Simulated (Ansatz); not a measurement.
Two G0W0 runs on SbAs (honeycomb monolayer).

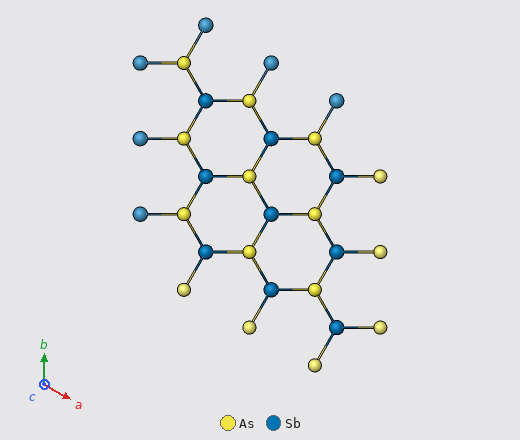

The structure (arsenic yellow, antimony blue). 3×3×1 cells are drawn. Some periodic images of atoms are drawn too.

The cell holds 2 atoms: 1 As and 1 Sb. Its edges and angles: a = 3.773 Å, b = 3.773 Å, c = 26.200 Å, α = 90.0°, β = 90.0°, γ = 120.0°. Vacuum lies along c.

```xyz
2
Lattice="3.7728 0.0000 0.0000 -1.8864 3.2673 0.0000 0.0000 0.0000 26.2000" Properties=species:S:1:pos:R:3
As    0.0000    2.1782   13.8557
Sb    1.8864    1.0891   12.3443
```

The structure was relaxed with PBEsol-D3(BJ). The runs that relaxed it are not among those shown. Spin-orbit coupling is left out unless a run names it.

The first (Ansatz 0.2.0; start PBEsol, 6×6×1 mesh, 476 empty bands, screening to 75 eV, PAW set soft_1 files; 8 threads of Arm Neoverse V1, shared host) gave, on its mesh: starting gap 1.31 eV, G0W0 gap 2.11 eV, mean of 1 + 4πα/V (set by the cell height) 3.15, 2.7 min.

The second gave: starting gap 1.30 eV, G0W0 gap 1.93 eV, mean of 1 + 4πα/V (set by the cell height) 3.24, 27 s.

Question: What was changed in the input? Choose among start, files, mesh, bands and cutoff, frequency model or another key.

Changed: empty bands from 476 to 192 and screening cutoff (eV) from 75.0 to 41. The starting gap stayed, which rules out the functional and points to the GW step. Other changes could give like numbers; this is the one that was made.

Limits: not at the basis limit; coarse mesh for a sheet; no spin-orbit coupling.

[Paths, hosts, dates, memory and timing lines, banners, echoed tables and standing remarks are left out of the program output.]

[Logs are printed without paths, hosts, clocks, repeated set-up lines and the standing remarks that a program may print on its own settings, such as how far it seeks lower states.]

[Runs of the session that timed out or met a known fault of the program may be left out.]

[Cells called generated may have been cut or substituted from an entry of the Crystallography Open Database or the Materials Project.]

[Hosts, paths, dates, database ids (printed as entryN), source tags and the programs' standing remarks are cut or masked in the printed files.]
